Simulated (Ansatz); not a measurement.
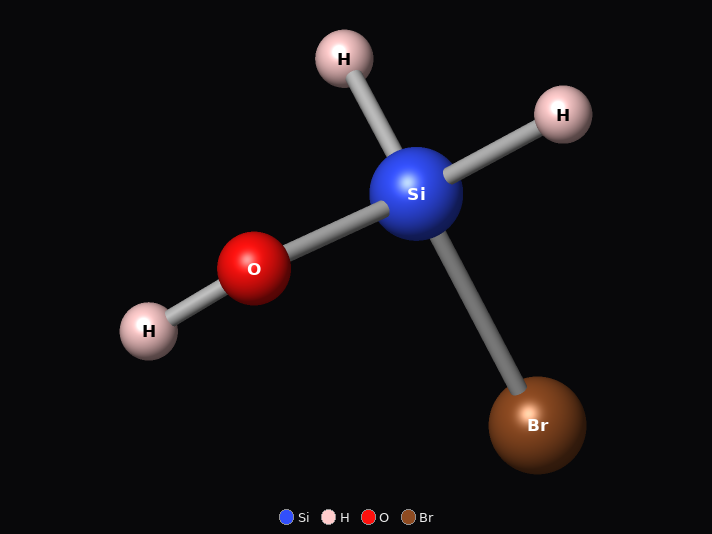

Sticks follow a distance rule. Harmonic vibrations computed with RKS PBE0-D4/def2-TZVP (Ansatz 0.2.0) at a stationary point of the same level.

How many imaginary frequencies does it have?

A minimum: no imaginary frequency, and the lowest mode lies at 186 cm⁻¹.

List the wavenumbers.

12 modes: 186, 274, 428, 591, 718, 835, 891, 925, 966, 2247, 2289, 3919 cm⁻¹.
